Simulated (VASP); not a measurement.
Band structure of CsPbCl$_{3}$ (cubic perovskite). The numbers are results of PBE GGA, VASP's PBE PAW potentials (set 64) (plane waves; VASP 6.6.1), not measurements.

Unless said otherwise, spin-orbit coupling is left out, though it shifts the bands of the heavy elements here.

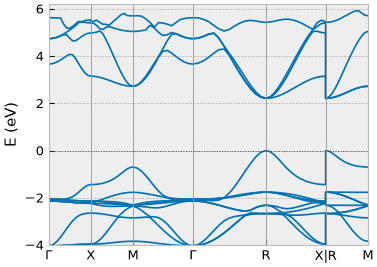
*Bands along high-symmetry lines, zero at the valence-band maximum or, without a gap, the Fermi level*

Q: Read the plot: is there a gap, and where are the band edges?

A: The gap is direct, 2.21 eV, from the valence maximum at R to the conduction minimum at R. (Edges off the drawn lines would not show.)

The compound is CsPbCl3 in the cubic perovskite structure, the ideal cubic form; the compound distorts at low or room temperature. It was relaxed first, which changed the volume by +7 %.
